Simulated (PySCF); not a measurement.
# ZrHF: relaxation and vibrations of the singlet

Where does singlet ZrHF go from a bent start, is the end point a minimum, and what are its modes, charges and moments?

Computed with PySCF 2.14.0. Level: PBE0, basis Zr def2-TZVP with ECP28, H def2-TZVP, F def2-TZVP, scalar-relativistic core potentials, no spin–orbit coupling, density fitting.

## Step 1: The system as given

3 atoms, charge 0, spin multiplicity 1.

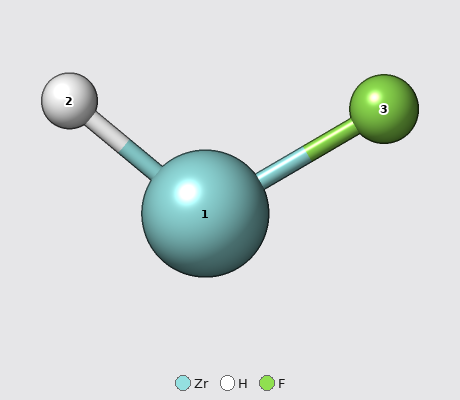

The starting geometry (zirconium light teal, hydrogen white, fluorine green); atoms are numbered from 1 in the order of the file.

Z-matrix (Å, degrees; charge 0 multiplicity 1):
```
Zr
H  1 1.8600
F  1 2.1800 2 110.00
```

## Step 2: First SCF at the start

The steps below are one call of a driver around PySCF. For each, scf.py gives the equivalent set-up of the SCF; relaxations use the driver's own optimiser. After this first run the driver tries any further starts and a stability analysis.

The input, scf.py:

```python
from pyscf import gto, scf, dft
mol = gto.M(atom='''
Zr     0.000000     0.000000     0.000000
H     -1.523600     0.000000     1.066900
F      1.785800     0.000000     1.250400''',
    basis={'Zr': 'def2-TZVP', 'H': 'def2-TZVP', 'F': 'def2-TZVP'},
    ecp={'Zr': 'def2-TZVP'},
    charge=0, spin=0)
mf = dft.RKS(mol, xc='PBE0')
mf.grids.atom_grid = (50, 194)
aux = {'Zr': 'def2-universal-JKFIT', 'H': 'def2-universal-JKFIT', 'F': 'def2-universal-JKFIT'}
mf = mf.density_fit(auxbasis=aux)
mf.conv_tol = 1e-08
mf.diis_space = 10
mf.max_cycle = 60
mf.init_guess = 'minao'
mf.verbose = 4
mf.kernel()
```

Run with:

```
$ OMP_NUM_THREADS=2 python axn.py task.json out
```

Output, shortened:

```text
[... the frontier levels of the middle cycles are left out ...]
init E= -141.724571723438
  HOMO = -0.450425168660512  LUMO = -0.444980319973331  gap/eV = 0.14816
cycle= 1 E= -147.050798523611  delta_E= -5.33  |g|= 0.98  |ddm|= 4.22
  HOMO = -0.0370122796123269  LUMO = 0.0111878651636328  gap/eV = 1.31159
cycle= 2 E= -146.816002882597  delta_E= 0.235  |g|= 1.24  |ddm|= 3.05
  HOMO = -0.167937520254713  LUMO = -0.147200486897154  gap/eV = 0.56428
cycle= 3 E= -147.30677341958  delta_E= -0.491  |g|= 0.203  |ddm|= 2.63
cycle= 4 E= -147.322488004752  delta_E= -0.0157  |g|= 0.12  |ddm|= 0.331
cycle= 5 E= -147.325614400972  delta_E= -0.00313  |g|= 0.053  |ddm|= 0.102
cycle= 6 E= -147.326615562597  delta_E= -0.001  |g|= 0.0277  |ddm|= 0.0755
cycle= 7 E= -147.327369465196  delta_E= -0.000754  |g|= 0.0129  |ddm|= 0.0637
cycle= 8 E= -147.328196609903  delta_E= -0.000827  |g|= 0.00875  |ddm|= 0.0995
cycle= 9 E= -147.328968853342  delta_E= -0.000772  |g|= 0.00513  |ddm|= 0.153
cycle= 10 E= -147.32907652172  delta_E= -0.000108  |g|= 0.00248  |ddm|= 0.0405
cycle= 11 E= -147.329153233531  delta_E= -7.67e-05  |g|= 0.00112  |ddm|= 0.0702
cycle= 12 E= -147.329153899737  delta_E= -6.66e-07  |g|= 0.000475  |ddm|= 0.00239
cycle= 13 E= -147.329154166015  delta_E= -2.66e-07  |g|= 0.000158  |ddm|= 0.0046
cycle= 14 E= -147.329154180169  delta_E= -1.42e-08  |g|= 2.56e-05  |ddm|= 0.000658
cycle= 15 E= -147.329154180402  delta_E= -2.33e-10  |g|= 3.46e-06  |ddm|= 7.36e-05
  HOMO = -0.147889744525713  LUMO = -0.10029978261273  gap/eV = 1.29499
Extra cycle  E= -147.329154180411  delta_E= -9.27e-12  |g|= 3.18e-06  |ddm|= 9.3e-06
converged SCF energy = -147.329154180411
```

This step, with its further starts and checks, took 5.3 s on 2 threads of Arm Neoverse V1, shared host.

Energies from each starting density:

```csv
start,energy (Eh)
the minimal-basis guess,-147.329154
a thermally smeared density,-147.354198
a smeared PBE density,-147.354198
```

The first run landed in a state that is too high. Following the other starts and the instabilities gains 65.8 kJ/mol (-147.35420 Eh), and the work goes on from there.

## Step 3: Relaxing the singlet from the bent start

The program finds Cs symmetry in the start, which this walk keeps. Threshold on the gradient: 0.0003 Eh/bohr, with a further test on the energy change.

Changes to scf.py since step 2:

```diff
@@ -3,3 +3,3 @@
-Zr     0.000000     0.000000     0.000000
-H     -1.523600     0.000000     1.066900
-F      1.785800     0.000000     1.250400''',
+Zr    -0.294710     0.000000    -0.225918
+H     -1.818310     0.000000     0.840982
+F      1.491090     0.000000     1.024482''',
@@ -16 +15,0 @@
-mf.init_guess = 'minao'
```

Steps of the walk:

```csv
step,energy (Eh),change (kJ/mol),largest symmetric gradient (Eh/bohr)
0,-147.354198,0.00,0.06385
1,-147.379657,-66.84,0.03835
2,-147.384712,-80.11,0.01446
3,-147.385454,-82.06,0.00629
4,-147.385619,-82.49,0.00133
5,-147.385672,-82.63,0.00064
6,-147.385674,-82.64,0.00021
```

The walk took 8.9 s.

Geometry (Å) and forces (eV/Å) at some steps:

```
step 0
Zr  -0.295   0.000  -0.226   2.904   0.000   2.816
H   -1.818   0.000   0.841   0.377   0.000  -0.392
F    1.491   0.000   1.024  -3.281   0.000  -2.425
step 1
Zr  -0.231   0.000  -0.157   1.704   0.000   1.490
H   -1.790   0.000   0.829   0.268   0.000  -0.152
F    1.399   0.000   0.967  -1.973   0.000  -1.339
step 3
Zr  -0.193   0.000  -0.146  -0.318   0.000  -0.255
H   -1.733   0.000   0.839   0.107   0.000   0.001
F    1.304   0.000   0.946   0.210   0.000   0.254
step 6
Zr  -0.198   0.000  -0.178   0.019   0.000   0.003
H   -1.695   0.000   0.854  -0.006   0.000  -0.014
F    1.272   0.000   0.963  -0.013   0.000   0.011
```

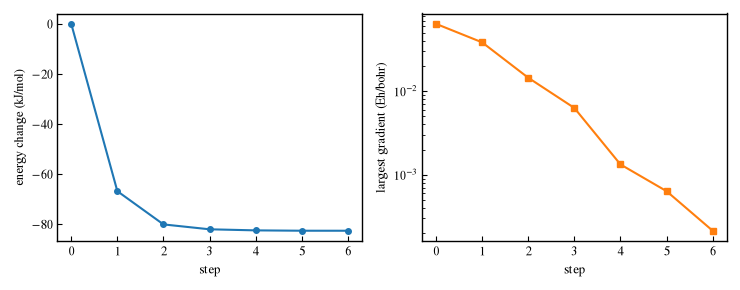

Energy and largest gradient along the walk.

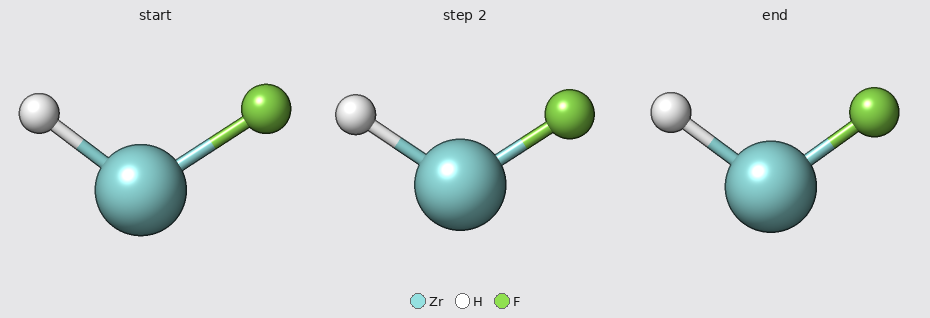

Start and end of the relaxation, with a step between.

It settles in Cs symmetry, 82.6 kJ/mol below the start, after 6 steps: Zr–F 1.861 Å, Zr–H 1.818 Å; F–Zr–H 107.6°.

## Step 4: Is it a minimum? Harmonic modes

The point is checked on the finer grid, and tightened if its gradient asks for it. The Hessian and the dipole derivatives come from central differences of analytic gradients, with steps of 0.02 bohr.

Changes to scf.py since step 3:

```diff
@@ -3,3 +3,3 @@
-Zr    -0.294710     0.000000    -0.225918
-H     -1.818310     0.000000     0.840982
-F      1.491090     0.000000     1.024482''',
+Zr    -0.240805     0.000000    -0.198826
+H     -1.746097     0.000000     0.821347
+F      1.238972     0.000000     0.930727''',
@@ -10 +10 @@
-mf.grids.atom_grid = (50, 194)
+mf.grids.atom_grid = (75, 302)
@@ -13 +13 @@
-mf.conv_tol = 1e-08
+mf.conv_tol = 1e-10
```

The driver hands on the density of the step before, so the log starts near convergence.

SCF at the final geometry:

```text
init E= -147.385758402545
  HOMO = -0.181467338406861  LUMO = -0.0995900340297001  gap/eV = 2.22799
cycle= 1 E= -147.385758402546  delta_E= -1.85e-12  |g|= 8.44e-06  |ddm|= 1.42e-05
  HOMO = -0.181468342248355  LUMO = -0.0995913483995886  gap/eV = 2.22799
Extra cycle  E= -147.385758402515  delta_E= 3.13e-11  |g|= 1.7e-05  |ddm|= 1.76e-05
converged SCF energy = -147.385758402515
```

The whole step took 26 s.

Geometry: Cs; Zr–F 1.862 Å, Zr–H 1.818 Å; F–Zr–H 108.5°.

Modes, for the most abundant isotopes:

```csv
symmetry,ω (cm⁻¹),IR (km/mol),μ (u),type
a',407,26.0,1.11,bend
a',703,120,15.48,mixed
a',1734,211,1.02,stretch
```

All wavenumbers are real: a minimum.

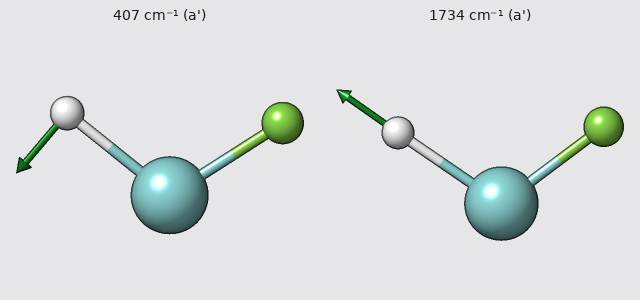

How the atoms move in 2 of the modes.

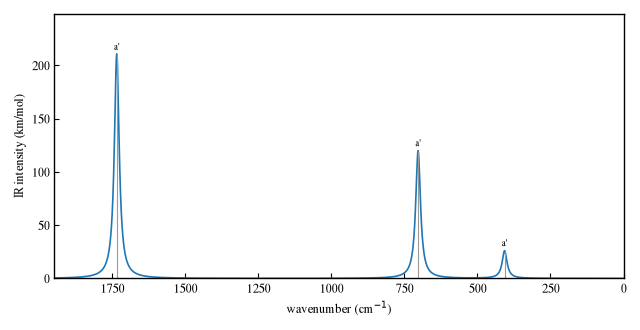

The harmonic infrared spectrum (widths in cm⁻¹). Lines are broadened to a width of 20 cm⁻¹ (Lorentzian).

Properties at this point:

| Property | Result |
| --- | --- |
| Dipole moment | 1.81 D |
| Highest occupied level | -4.94 eV |
| Lowest empty level | -2.71 eV |
| Rotational constants | 5.768, 0.3053, 0.29 cm⁻¹ |
| Zero-point energy | 17.0 kJ/mol |
| Principal polarisabilities | 74.9, 94.0, 108.4 bohr³ |
| Atomisation energy without zero-point energy | 857 kJ/mol |
| Principal traceless quadrupole moments about the centre of mass | -1.71, -0.19, 1.89 D Å |
| Entropy at 298.15 K and 1 bar | 259.2 J/(mol K) |
| Heat capacity Cp at 298.15 K | 42.9 J/(mol K) |
| Enthalpy at 298.15 K above 0 K | 11.01 kJ/mol |
| Rotational symmetry number | 1 |

Charges (e) and bond orders:

```json
{"atom": "Zr1", "Mulliken": "0.55", "Löwdin": "0.34", "polar tensor": "0.84", "Mayer order to Zr1": "–"}
{"atom": "H2", "Mulliken": "-0.14", "Löwdin": "-0.14", "polar tensor": "-0.27", "Mayer order to Zr1": "0.98"}
{"atom": "F3", "Mulliken": "-0.40", "Löwdin": "-0.20", "polar tensor": "-0.58", "Mayer order to Zr1": "1.05"}
```

Mulliken populations on Zr1 (outside its core potential): s 3.32, p 6.25, d 1.82, f 0.05.

## Step 5: A spin-polarised start

A stability analysis found the closed shell of the lowest minimum unstable towards spin polarisation, so the unrestricted solution is followed.

The program finds Cs symmetry in the start, which may break. The walk stops when the largest gradient is under 0.0003 Eh/bohr and the energy has settled too.

Changes to scf.py since step 4:

```diff
@@ -3,3 +3,3 @@
-Zr    -0.240805     0.000000    -0.198826
-H     -1.746097     0.000000     0.821347
-F      1.238972     0.000000     0.930727''',
+Zr    -0.241981     0.000000    -0.204601
+H     -1.747273     0.000000     0.815572
+F      1.237796     0.000000     0.924952''',
@@ -9,2 +9,2 @@
-mf = dft.RKS(mol, xc='PBE0')
-mf.grids.atom_grid = (75, 302)
+mf = dft.UKS(mol, xc='PBE0')
+mf.grids.atom_grid = (50, 194)
@@ -13 +13 @@
-mf.conv_tol = 1e-10
+mf.conv_tol = 1e-08
```

Energy and gradient, step by step:

```csv
step,energy (Eh),change (kJ/mol),largest gradient (Eh/bohr)
0,-147.401542,0.00,0.00847
1,-147.401999,-1.20,0.00386
2,-147.402386,-2.21,0.00382
3,-147.402448,-2.38,0.00263
4,-147.402473,-2.44,0.00057
5,-147.402475,-2.45,0.00050
6,-147.402476,-2.45,0.00014
```

The walk took 9.6 s.

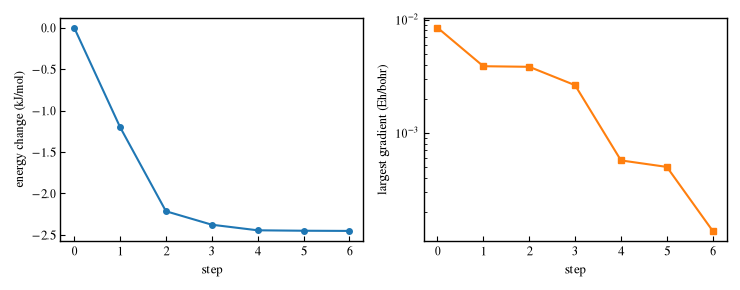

Energy and largest gradient along the walk.

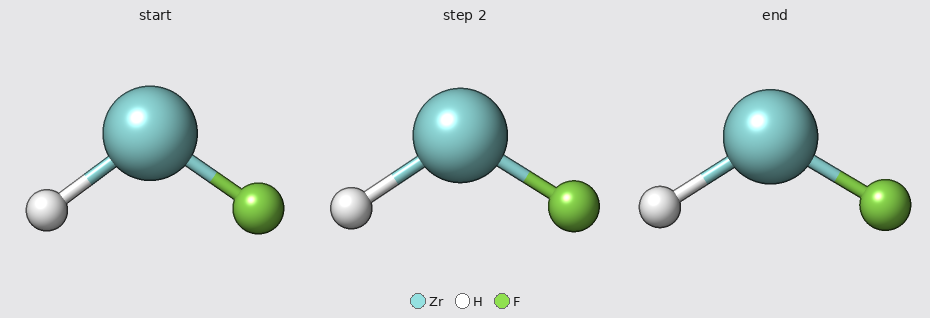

Start and end of the relaxation, with a step between.

End point (Cs, 6 steps, 2.5 kJ/mol gained): Zr–F 1.885 Å, Zr–H 1.850 Å; F–Zr–H 116.9°.

## Step 6: Is it a minimum? Harmonic modes

As before: finer grid, then central differences.

Changes to scf.py since step 5:

```diff
@@ -3,3 +3,3 @@
-Zr    -0.241981     0.000000    -0.204601
-H     -1.747273     0.000000     0.815572
-F      1.237796     0.000000     0.924952''',
+Zr    -0.257597     0.000000    -0.187325
+H     -1.862971     0.000000     0.732566
+F      1.317910    -0.000000     0.847764''',
@@ -10 +10 @@
-mf.grids.atom_grid = (50, 194)
+mf.grids.atom_grid = (75, 302)
@@ -13 +13 @@
-mf.conv_tol = 1e-08
+mf.conv_tol = 1e-10
```

SCF at the final geometry:

```text
init E= -147.402644778485
[... the frontier-level lines of each cycle are left out ...]
cycle= 1 E= -147.402644778498  delta_E= -1.3e-11  |g|= 5.01e-06  |ddm|= 1.08e-05
Extra cycle  E= -147.402644778484  delta_E= 1.46e-11  |g|= 9.77e-06  |ddm|= 1.06e-05
converged SCF energy = -147.402644778484  <S^2> = 0.93324811  2S+1 = 2.1755442
```

The whole step took 38 s on 2 threads of Arm Neoverse V1, shared host.

Geometry: Cs; Zr–F 1.885 Å, Zr–H 1.850 Å; F–Zr–H 116.9°.

Modes, for the most abundant isotopes:

```csv
ω (cm⁻¹),IR (km/mol)
393,31.6
670,146
1659,338
```

No imaginary mode, so this is a minimum.

Here the density breaks the symmetry of the frame, and no labels are given.

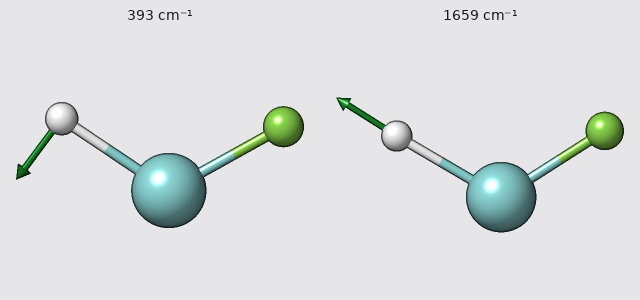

Displacements of 2 of the modes, as arrows (one member where a mode is degenerate).

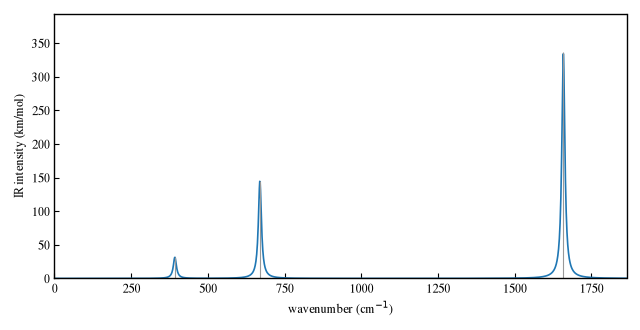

The harmonic infrared spectrum (widths in cm⁻¹). Lines are broadened to a width of 12 cm⁻¹ (Lorentzian).

Constants and moments:

* Dipole moment: 2.26 D
* Highest occupied level: -5.20 eV
* Lowest empty level: -2.08 eV
* Rotational constants: 6.357, 0.2949, 0.2818 cm⁻¹
* Zero-point energy: 16.3 kJ/mol
* Principal polarisabilities: 57.3, 81.3, 95.4 bohr³
* Atomisation energy without zero-point energy: 902 kJ/mol
* Principal traceless quadrupole moments about the centre of mass: -3.93, 1.89, 2.04 D Å
* Entropy at 298.15 K and 1 bar: 259.5 J/(mol K)
* Heat capacity Cp at 298.15 K: 43.4 J/(mol K)
* Enthalpy at 298.15 K above 0 K: 11.08 kJ/mol
* Rotational symmetry number: 1
* Spin squared ⟨S²⟩: 0.933

Charges (e) and bond orders:

```csv
atom,Mulliken,Löwdin,polar tensor,spin (Mulliken),Mayer order to Zr1
Zr1,0.62,0.39,0.95,0.00,–
H2,-0.18,-0.15,-0.34,0.00,0.96
F3,-0.44,-0.24,-0.61,0.00,0.98
```

Mulliken populations on Zr1 (outside its core potential): s 2.96, p 6.27, d 2.11, f 0.05.

## Step 7: All stationary points

| spin | group | bonds | imaginary modes (cm⁻¹) | ΔE (kJ/mol) | with zero-point energy |
| --- | --- | --- | --- | --- | --- |
| broken-symmetry (Ms = 0) | Cs (density of lower symmetry) | Zr–F 1.885 Å, Zr–H 1.850 Å | none | 0.0 | 0.0 |
| singlet | Cs | Zr–F 1.862 Å, Zr–H 1.818 Å | none | 44.3 | 45.1 |

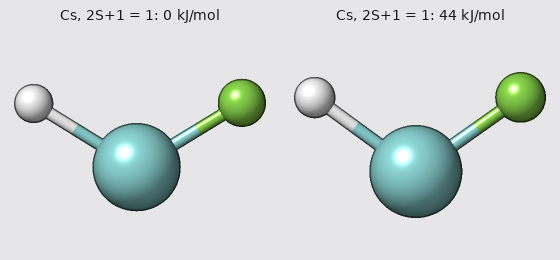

The points, lowest first (zirconium light teal, hydrogen white, fluorine green).

## Step 8: What came out

```
                                          quantity                                      value
                                           minimum               broken-symmetry (Ms = 0), Cs
                                          geometry  Zr–F 1.885 Å, Zr–H 1.850 Å; F–Zr–H 116.9°
                                wavenumbers (cm⁻¹)                             393, 670, 1659
                                     dipole moment                                     2.26 D
highest occupied, lowest empty level (either spin)                            -5.20, -2.08 eV
                        polar-tensor charge of Zr1                                    +0.95 e
                                 zero-point energy                                16.3 kJ/mol
                               entropy at 298.15 K                            259.5 J/(mol K)
         atomisation energy (no zero-point energy)                                 902 kJ/mol
                                              ⟨S²⟩                                      0.933
```

**Reading.** The molecule stays Cs, as typed, and the end point is a minimum. The determinant is spin-contaminated (⟨S²⟩ = 0.93 against 0.00), so it is no pure spin state. In the infrared the band at 1659 cm⁻¹ (stretch) leads. The first SCF alone would have been 66 kJ/mol too high. Other starts or spin states, not run here, may lie lower. The SCF density has lower symmetry than the nuclear frame.

The search up to here took 90 s.
